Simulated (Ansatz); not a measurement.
**FGeH₂···HF (doublet): density, localisation and related maps**

Input

```
crystal:
  periodic: [false, false, false]
  atoms:
    - { symbol: Ge, position_ang: [-0.046644, 0.0, -0.052707] }
    - { symbol: H, position_ang: [0.049515, 0.0, 1.492706] }
    - { symbol: F, position_ang: [1.582409, 0.0, -0.661465] }
    - { symbol: H, position_ang: [-0.71084, 1.280163, -0.576238] }
    - { symbol: H, position_ang: [-0.71084, -1.280163, -0.576238] }
    - { symbol: F, position_ang: [-0.039401, 0.0, 3.602141] }
magnetization:
  spin_polarized: true
  initial_magnetization: 1
basis:
  gaussian: { orbitals: def2-SVP }
hamiltonian:
  xc: pbe0
relax:
  f_tol: 0.03
  max_steps: 50
output:
  orbitals: {}
```

Launched as:

```sh
ansatz run input.yaml --threads 2 --pin off --max-ram 3072MiB --backend cpu --events-out ev --progress --plain --runs-dir out
```

The fields are those of the run's last geometry, not of the input's.

Method: UKS PBE0/def2-SVP (Ansatz).

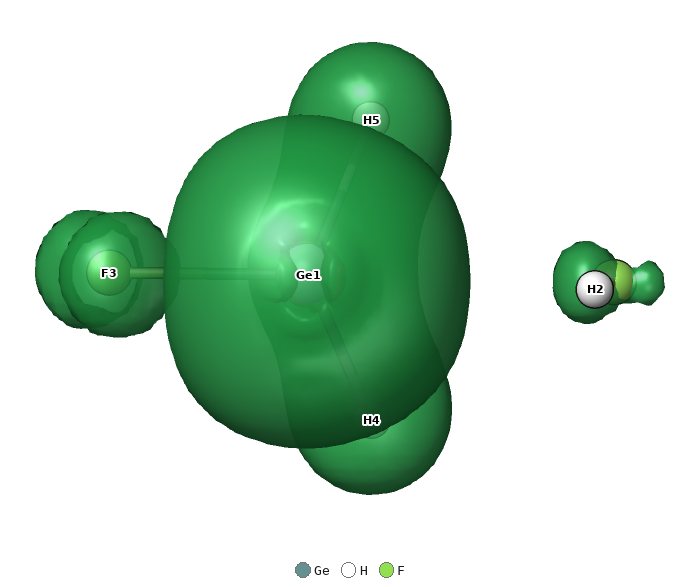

Figure 1. Isosurfaces of the spin density (α minus β) at +0.015 (green) and −0.015 e/Å³ (red), seen at a tilt.

Question: Describe the spin distribution.

Answer: The unpaired spin (1 electron) lies mostly on Ge1 (about 0.8), F3 (about 0.1), H4 (about 0.1) and H5 (about 0.1), in electrons by Hirshfeld's partition.

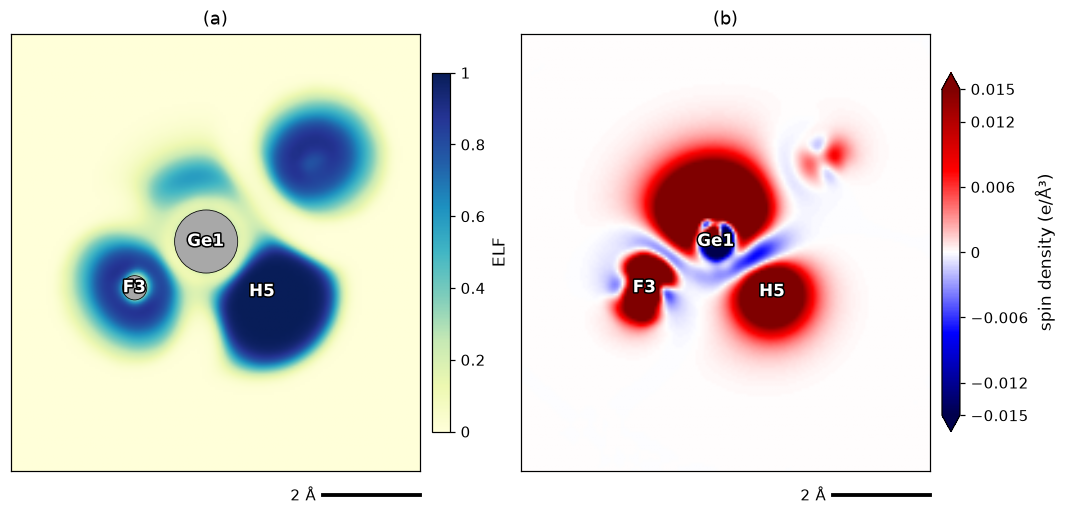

Figure 2. (a) ELF; (b) spin density (α minus β) on the plane of atoms F3, Ge1 and H5. Grey discs cover the atomic cores in the ELF map.

Question: What does the map show?

Answer:
- The section cuts through Ge, F and H sites.
- Ge–F (1.76 Å): the ELF peaks at about 0.80 in the valence shell of F, 0.5 Å from its nucleus, and is about 0.20 at the midpoint.
- Ge–H (1.55 Å): the ELF climbs to about 1 towards the hydrogen.
- The ELF also peaks beside F3 and F6, away from the bonds: non-bonding electrons, paired or unpaired.

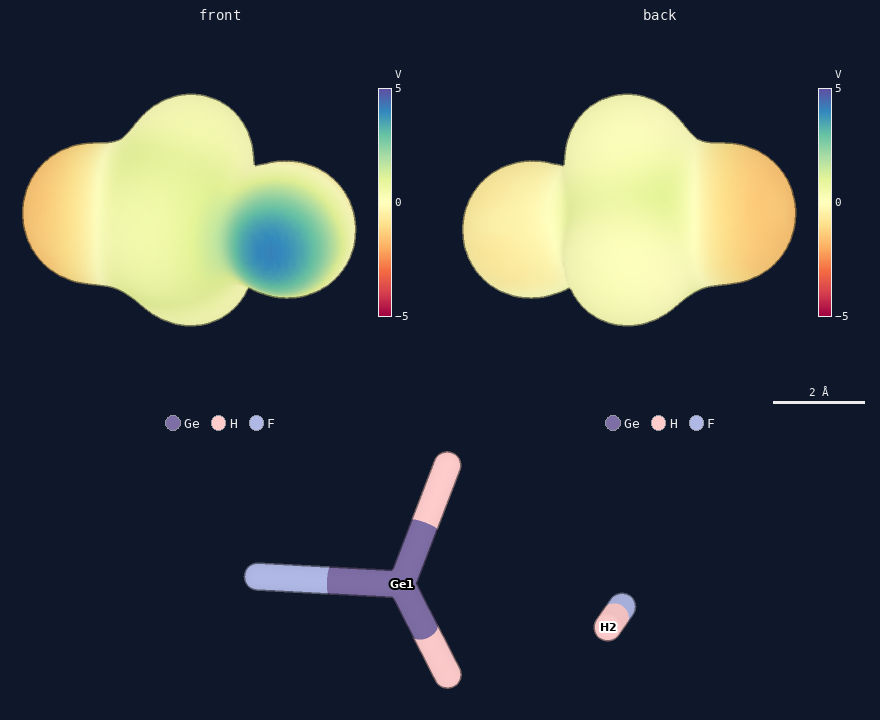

Figure 3. The electrostatic potential painted on the density surface at 0.002 e/bohr³, seen from the front and from behind; the colour scale runs from red (negative) to blue (positive). The bare structure is drawn below in the same view.

Question: Describe the electrostatic potential map.

Answer: The most negative region (about −1.5 V) lies over F3, the most positive (about +4.0 V) over H2.
